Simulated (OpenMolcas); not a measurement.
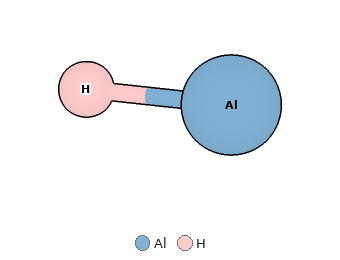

The molecule at the reference distance of 1.679 Å.

Relativistic diatomic calculation: AlH (part 1 of 2)

System: AlH.
Method: SA-CASSCF(4,5)/XMS-CASPT2 + RASSI spin-orbit (X2C scalar, AMFI), ANO-RCC-VTZP (OpenMolcas).

The input:
```
&GATEWAY
Coord
2
angstrom
Al 0.0 0.0 0.0
H 0.0 0.0 1.6790
Basis=ANO-RCC-VTZP
Group=XY
RX2C
AMFI
ANGMom
0.0 0.0 0.0
RICD
&SEWARD
&GUESSORB
&RASSCF
FileOrb=$CurrDir/o11.orb
Symmetry=1
Spin=1
nActEl=4 0 0
Inactive=3 2
RAS2=3 2
CIRoot=5 5 1
Linear
Iterations=120 100
OrbListing=Nothing
PRWF=0.15
>>COPY $Project.RasOrb $CurrDir/o11.orb
>>COPY $Project.rasscf.h5 $CurrDir/r11.h5
&CASPT2
XMultistate=all
Imaginary=0.2
IPEA=0.25
MaxIter=40
>>COPY $Project.JobMix JOB001
&RASSCF
CIOnly
FileOrb=$CurrDir/ref.orb
Symmetry=2
Spin=3
nActEl=4 0 0
Inactive=3 2
RAS2=3 2
CIRoot=6 6 1
Linear
Iterations=120 100
OrbListing=Nothing
PRWF=0.15
>>COPY $Project.RasOrb $CurrDir/o32.orb
>>COPY $Project.rasscf.h5 $CurrDir/r32.h5
&CASPT2
XMultistate=all
Imaginary=0.2
IPEA=0.25
MaxIter=40
>>COPY $Project.JobMix JOB002
&RASSCF
CIOnly
FileOrb=$CurrDir/ref.orb
Symmetry=2
Spin=1
nActEl=4 0 0
Inactive=3 2
RAS2=3 2
CIRoot=4 4 1
Linear
Iterations=120 100
OrbListing=Nothing
PRWF=0.15
>>COPY $Project.RasOrb $CurrDir/o12.orb
>>COPY $Project.rasscf.h5 $CurrDir/r12.h5
&CASPT2
XMultistate=all
Imaginary=0.2
IPEA=0.25
MaxIter=40
>>COPY $Project.JobMix JOB003
&RASSCF
CIOnly
FileOrb=$CurrDir/ref.orb
Symmetry=1
Spin=3
nActEl=4 0 0
Inactive=3 2
RAS2=3 2
CIRoot=4 4 1
Linear
Iterations=120 100
OrbListing=Nothing
PRWF=0.15
>>COPY $Project.RasOrb $CurrDir/o31.orb
>>COPY $Project.rasscf.h5 $CurrDir/r31.h5
&CASPT2
XMultistate=all
Imaginary=0.2
IPEA=0.25
MaxIter=40
>>COPY $Project.JobMix JOB004
&RASSCF
CIOnly
FileOrb=$CurrDir/ref.orb
Symmetry=1
Spin=5
nActEl=4 0 0
Inactive=3 2
RAS2=3 2
CIRoot=1 1 1
Linear
Iterations=120 100
OrbListing=Nothing
PRWF=0.15
>>COPY $Project.RasOrb $CurrDir/o51.orb
>>COPY $Project.rasscf.h5 $CurrDir/r51.h5
&CASPT2
XMultistate=all
Imaginary=0.2
IPEA=0.25
MaxIter=40
>>COPY $Project.JobMix JOB005
&RASSI
Nr of JobIphs=5 5 6 4 4 1
1 2 3 4 5
1 2 3 4 5 6
1 2 3 4
1 2 3 4
1
SpinOrbit
EJob
Omega
MEES
MESO
Properties=4
'AngMom' 3 'Mltpl  1' 1 'Mltpl  1' 2 'Mltpl  1' 3
Thrs=1.0d-4
>>COPY $Project.rassi.h5 $CurrDir/so.h5
```

The first orbital files come from an earlier step.

Hardware: 1 thread of Arm Neoverse V2, 24 GiB of memory available, shared host.

Run as:
```bash
pymolcas m.inp (one call a module block, same work directory)
```

The program's output (extracts):
```
++    Wave function specifications:
      Number of closed shell electrons          10
      Number of electrons in active shells       4
      Number of inactive orbitals                5
      Number of active orbitals                  5
      Number of secondary orbitals              38
      Spin quantum number                      0.0
      State symmetry                             1
++    Orbital specifications:
      Symmetry species                           1   2
                                                 a   b
      Frozen orbitals                            0   0
      Inactive orbitals                          3   2
      Active orbitals                            3   2
      RAS2 orbitals                              3   2
      Secondary orbitals                        20  18
      Number of basis functions                 26  22
      printout of CI-coefficients larger than  0.15 for root  1
      energy=    -242.909445
      conf/sym  111 22     Coeff  Weight
            12  022 00  -0.97487 0.95037
      printout of CI-coefficients larger than  0.15 for root  2
      energy=    -242.700795
      conf/sym  111 22     Coeff  Weight
             3  u2d 00  -0.97864 0.95774
      printout of CI-coefficients larger than  0.15 for root  3
      energy=    -242.685434
      conf/sym  111 22     Coeff  Weight
            14  020 ud  -0.98204 0.96439
            26  002 ud   0.18400 0.03386
      printout of CI-coefficients larger than  0.15 for root  4
      energy=    -242.685434
      conf/sym  111 22     Coeff  Weight
            13  020 20   0.69440 0.48220
            15  020 02  -0.69440 0.48220
      printout of CI-coefficients larger than  0.15 for root  5
      energy=    -242.650003
      conf/sym  111 22     Coeff  Weight
            12  022 00  -0.15001 0.02250
            13  020 20  -0.68110 0.46389
            15  020 02  -0.68110 0.46389
      Natural orbitals and occupation numbers for root  1
      sym 1:   0.000370   1.998645   1.905049
      sym 2:   0.047968   0.047968
      Natural orbitals and occupation numbers for root  2
      sym 1:   0.958499   1.970717   1.025578
      sym 2:   0.022603   0.022603
      Natural orbitals and occupation numbers for root  3
      sym 1:   0.000212   1.931517   0.068271
      sym 2:   1.000000   1.000000
      Natural orbitals and occupation numbers for root  4
      sym 1:   0.000212   1.931517   0.068271
      sym 2:   1.000000   1.000000
      Natural orbitals and occupation numbers for root  5
      sym 1:   0.002949   1.907455   0.135308
      sym 2:   0.977143   0.977143
      RASSCF energy for state  5                   -242.65000335
::    RASSCF root number  1 Total energy:   -242.90944482
::    RASSCF root number  2 Total energy:   -242.70079499
::    RASSCF root number  3 Total energy:   -242.68543445
::    RASSCF root number  4 Total energy:   -242.68543445
::    RASSCF root number  5 Total energy:   -242.65000335
      Von Neumann Entropy (Root   1) =  0.32826
++    Wave function specifications:
      Number of closed shell electrons           6
      Number of electrons in active shells       4
      Number of inactive orbitals                3
      Number of active orbitals                  5
      Number of secondary orbitals              38
      Spin quantum number                      0.0
      State symmetry                             1
      Number of CSFs                            28
      Number of CASSCF root(s) available         5
      CASPT2 state passed to geometry opt.       5
      A file JOBMIX will be created
      This is a MULTI-STATE CASSCF reference
      Number of CI roots used                    5
      These are:                                 1   2   3   4   5
      Off-diagonal elements of Heff are computed
  FINAL CASPT2 RESULT:
      Reference energy:        -242.9094448233
      E2 (Non-variational):      -0.2365418206
      Shift correction:          -0.0024204617
      E2 (Variational):          -0.2389622823
      Total energy:            -243.1484071055
      Reference weight:           0.94316
  FINAL CASPT2 RESULT:
      Reference energy:        -242.7007949874
      E2 (Non-variational):      -0.2196561529
      Shift correction:          -0.0019065330
      E2 (Variational):          -0.2215626859
      Total energy:            -242.9223576733
      Reference weight:           0.95229
  FINAL CASPT2 RESULT:
      Reference energy:        -242.6854344525
      E2 (Non-variational):      -0.2345672559
      Shift correction:          -0.0048378188
      E2 (Variational):          -0.2394050747
      Total energy:            -242.9248395272
      Reference weight:           0.92829
  FINAL CASPT2 RESULT:
      Reference energy:        -242.6854344525
      E2 (Non-variational):      -0.2345647064
      Shift correction:          -0.0048375775
      E2 (Variational):          -0.2394022839
      Total energy:            -242.9248367364
      Reference weight:           0.92829
  FINAL CASPT2 RESULT:
      Reference energy:        -242.6500033505
      E2 (Non-variational):      -0.2343170711
      Shift correction:          -0.0033388318
      E2 (Variational):          -0.2376559028
      Total energy:            -242.8876592534
      Reference weight:           0.93483
       Total XMS-CASPT2 energies:
::    XMS-CASPT2 Root  1     Total energy:   -243.14753490
::    XMS-CASPT2 Root  2     Total energy:   -242.92483953
::    XMS-CASPT2 Root  3     Total energy:   -242.92483674
::    XMS-CASPT2 Root  4     Total energy:   -242.92230329
::    XMS-CASPT2 Root  5     Total energy:   -242.88858584
++    Wave function specifications:
      Number of closed shell electrons          10
      Number of electrons in active shells       4
      Number of inactive orbitals                5
      Number of active orbitals                  5
      Number of secondary orbitals              38
      Spin quantum number                      1.0
      State symmetry                             2
      printout of CI-coefficients larger than  0.15 for root  1
      energy=    -242.846243
      conf/sym  111 22     Coeff  Weight
             9  02u u0   0.52971 0.28060
            10  02u 0u   0.83700 0.70057
      printout of CI-coefficients larger than  0.15 for root  2
      energy=    -242.846243
      conf/sym  111 22     Coeff  Weight
             9  02u u0   0.83700 0.70057
            10  02u 0u  -0.52971 0.28060
      printout of CI-coefficients larger than  0.15 for root  3
      energy=    -242.658740
      conf/sym  111 22     Coeff  Weight
            15  0u2 u0   0.83029 0.68939
            16  0u2 0u  -0.51636 0.26663
      printout of CI-coefficients larger than  0.15 for root  4
      energy=    -242.658740
      conf/sym  111 22     Coeff  Weight
            15  0u2 u0  -0.51636 0.26663
            16  0u2 0u  -0.83029 0.68939
      printout of CI-coefficients larger than  0.15 for root  5
      energy=    -242.594624
      conf/sym  111 22     Coeff  Weight
             3  u20 u0  -0.61011 0.37223
             4  u20 0u  -0.72092 0.51972
            14  u02 0u   0.17432 0.03039
            18  uuu 0d   0.15594 0.02432
      printout of CI-coefficients larger than  0.15 for root  6
      energy=    -242.594624
      conf/sym  111 22     Coeff  Weight
             3  u20 u0  -0.72092 0.51972
             4  u20 0u   0.61011 0.37223
            13  u02 u0   0.17432 0.03039
            17  uuu d0   0.15594 0.02432
      Natural orbitals and occupation numbers for root  1
      sym 1:   0.000415   1.990466   0.995632
      sym 2:   0.013487   1.000000
      Natural orbitals and occupation numbers for root  2
      sym 1:   0.000415   1.990466   0.995632
      sym 2:   1.000000   0.013487
      Natural orbitals and occupation numbers for root  3
      sym 1:   0.000775   0.995481   1.936952
      sym 2:   1.000000   0.066792
      Natural orbitals and occupation numbers for root  4
      sym 1:   0.000775   0.995481   1.936952
      sym 2:   0.066792   1.000000
      Natural orbitals and occupation numbers for root  5
      sym 1:   0.999374   1.845886   0.151348
      sym 2:   0.003391   1.000000
      Natural orbitals and occupation numbers for root  6
      sym 1:   0.999374   1.845886   0.151348
      sym 2:   1.000000   0.003391
      RASSCF energy for state  6                   -242.59462350
::    RASSCF root number  1 Total energy:   -242.84624270
::    RASSCF root number  2 Total energy:   -242.84624270
::    RASSCF root number  3 Total energy:   -242.65873995
::    RASSCF root number  4 Total energy:   -242.65873995
::    RASSCF root number  5 Total energy:   -242.59462350
::    RASSCF root number  6 Total energy:   -242.59462350
      Von Neumann Entropy (Root   1) =  1.05900
++    Wave function specifications:
      Number of closed shell electrons           6
      Number of electrons in active shells       4
      Number of inactive orbitals                3
      Number of active orbitals                  5
      Number of secondary orbitals              38
      Spin quantum number                      1.0
      State symmetry                             2
      Number of CSFs                            24
      Number of CASSCF root(s) available         6
      CASPT2 state passed to geometry opt.       6
      A file JOBMIX will be created
      This is a MULTI-STATE CASSCF reference
      Number of CI roots used                    6
      These are:                                 1   2   3   4   5   6
      Off-diagonal elements of Heff are computed
  FINAL CASPT2 RESULT:
      Reference energy:        -242.8462424789
      E2 (Non-variational):      -0.2237093302
      Shift correction:          -0.0018299306
      E2 (Variational):          -0.2255392608
      Total energy:            -243.0717817397
      Reference weight:           0.95200
  FINAL CASPT2 RESULT:
      Reference energy:        -242.8462424788
      E2 (Non-variational):      -0.2237093398
      Shift correction:          -0.0018299324
      E2 (Variational):          -0.2255392722
      Total energy:            -243.0717817510
      Reference weight:           0.95200
  FINAL CASPT2 RESULT:
      Reference energy:        -242.6587397290
      E2 (Non-variational):      -0.2486771113
      Shift correction:          -0.0114203845
      E2 (Variational):          -0.2600974958
      Total energy:            -242.9188372248
      Reference weight:           0.90374
  FINAL CASPT2 RESULT:
      Reference energy:        -242.6587397290
      E2 (Non-variational):      -0.2486771092
      Shift correction:          -0.0114203831
      E2 (Variational):          -0.2600974923
      Total energy:            -242.9188372213
      Reference weight:           0.90374
  FINAL CASPT2 RESULT:
      Reference energy:        -242.5946232870
      E2 (Non-variational):      -0.2123131691
      Shift correction:          -0.0030007086
      E2 (Variational):          -0.2153138777
      Total energy:            -242.8099371647
      Reference weight:           0.94856
  FINAL CASPT2 RESULT:
      Reference energy:        -242.5946232870
      E2 (Non-variational):      -0.2123131699
      Shift correction:          -0.0030007090
      E2 (Variational):          -0.2153138789
      Total energy:            -242.8099371659
      Reference weight:           0.94856
       Total XMS-CASPT2 energies:
::    XMS-CASPT2 Root  1     Total energy:   -243.07211326
::    XMS-CASPT2 Root  2     Total energy:   -243.07211325
::    XMS-CASPT2 Root  3     Total energy:   -242.91862949
::    XMS-CASPT2 Root  4     Total energy:   -242.91862949
::    XMS-CASPT2 Root  5     Total energy:   -242.80981339
::    XMS-CASPT2 Root  6     Total energy:   -242.80981339
++    Wave function specifications:
      Number of closed shell electrons          10
      Number of electrons in active shells       4
      Number of inactive orbitals                5
      Number of active orbitals                  5
      Number of secondary orbitals              38
      Spin quantum number                      0.0
      State symmetry                             2
      printout of CI-coefficients larger than  0.15 for root  1
      energy=    -242.780582
      conf/sym  111 22     Coeff  Weight
             9  02u d0   0.74565 0.55599
            10  02u 0d  -0.63478 0.40295
      printout of CI-coefficients larger than  0.15 for root  2
      energy=    -242.780582
      conf/sym  111 22     Coeff  Weight
             9  02u d0   0.63478 0.40295
            10  02u 0d   0.74565 0.55599
      printout of CI-coefficients larger than  0.15 for root  3
      energy=    -242.585075
      conf/sym  111 22     Coeff  Weight
             3  u20 d0  -0.60763 0.36921
             4  u20 0d  -0.71967 0.51792
            14  u02 0d   0.17515 0.03068
      printout of CI-coefficients larger than  0.15 for root  4
      energy=    -242.585075
      conf/sym  111 22     Coeff  Weight
             3  u20 d0  -0.71967 0.51792
             4  u20 0d   0.60763 0.36921
            13  u02 d0   0.17515 0.03068
      Natural orbitals and occupation numbers for root  1
      sym 1:   0.000588   1.977787   0.994033
      sym 2:   1.000000   0.027593
      Natural orbitals and occupation numbers for root  2
      sym 1:   0.000588   1.977787   0.994033
      sym 2:   0.027593   1.000000
      Natural orbitals and occupation numbers for root  3
      sym 1:   0.999774   1.839886   0.156640
      sym 2:   0.003700   1.000000
      Natural orbitals and occupation numbers for root  4
      sym 1:   0.999774   1.839886   0.156640
      sym 2:   1.000000   0.003700
      RASSCF energy for state  4                   -242.58507548
::    RASSCF root number  1 Total energy:   -242.78058200
::    RASSCF root number  2 Total energy:   -242.78058200
::    RASSCF root number  3 Total energy:   -242.58507548
::    RASSCF root number  4 Total energy:   -242.58507548
      Von Neumann Entropy (Root   1) =  1.10594
++    Wave function specifications:
      Number of closed shell electrons           6
      Number of electrons in active shells       4
      Number of inactive orbitals                3
      Number of active orbitals                  5
      Number of secondary orbitals              38
      Spin quantum number                      0.0
      State symmetry                             2
      Number of CSFs                            22
      Number of CASSCF root(s) available         4
      CASPT2 state passed to geometry opt.       4
      A file JOBMIX will be created
      This is a MULTI-STATE CASSCF reference
      Number of CI roots used                    4
      These are:                                 1   2   3   4
      Off-diagonal elements of Heff are computed
  FINAL CASPT2 RESULT:
      Reference energy:        -242.7805818372
      E2 (Non-variational):      -0.2474261990
      Shift correction:          -0.0041873000
      E2 (Variational):          -0.2516134990
      Total energy:            -243.0321953363
      Reference weight:           0.92203
  FINAL CASPT2 RESULT:
      Reference energy:        -242.7805818372
      E2 (Non-variational):      -0.2474262136
      Shift correction:          -0.0041873035
      E2 (Variational):          -0.2516135171
      Total energy:            -243.0321953543
      Reference weight:           0.92203
  FINAL CASPT2 RESULT:
      Reference energy:        -242.5850753160
      E2 (Non-variational):      -0.2144679453
      Shift correction:          -0.0037642706
      E2 (Variational):          -0.2182322159
      Total energy:            -242.8033075319
      Reference weight:           0.94427
  FINAL CASPT2 RESULT:
      Reference energy:        -242.5850753160
      E2 (Non-variational):      -0.2144679418
      Shift correction:          -0.0037642687
      E2 (Variational):          -0.2182322105
      Total energy:            -242.8033075265
      Reference weight:           0.94427
       Total SPIN-FREE ENERGIES:
  (Shifted by EMIN (a.u.) =       -243.1475349026)
 SF State       Relative EMIN(au)   Rel lowest level(eV)    D:o, cm**(-1)      Abs_M
     1             0.0000000000        0.0000000000              0.0000         0.0
     6             0.0754216451        2.0523275171          16553.1378         1.0
     7             0.0754216568        2.0523278349          16553.1403         1.0
    12             0.1153439900        3.1386698640          25315.0797         1.0
    13             0.1153440088        3.1386703742          25315.0838         1.0
    16             0.1945373587        5.2936312081          42696.0151         0.0
    17             0.2170757181        5.9069312101          47642.6132         0.0
     2             0.2226953754        6.0598498745          48875.9854         2.0
     3             0.2226981662        6.0599258159          48876.5979         2.0
     4             0.2252316154        6.1288644813          49432.6258         0.0
     8             0.2289054082        6.2288334772          50238.9301         1.0
     9             0.2289054142        6.2288336387          50238.9314         1.0
     5             0.2589490602        7.0463628945          56832.7495         0.0
    20             0.2640309053        7.1846469452          57948.0856         0.0
    18             0.3272829587        8.9058230011          71830.3067         2.0
    19             0.3272833809        8.9058344892          71830.3994         2.0
    10             0.3377215109        9.1898704766          74121.3041         1.0
    11             0.3377215129        9.1898705312          74121.3045         1.0
    14             0.3442229285        9.3667830616          75548.2003         1.0
    15             0.3442229340        9.3667832126          75548.2016         1.0
```

(Continued in part 2.) Outcome of the run: converged.
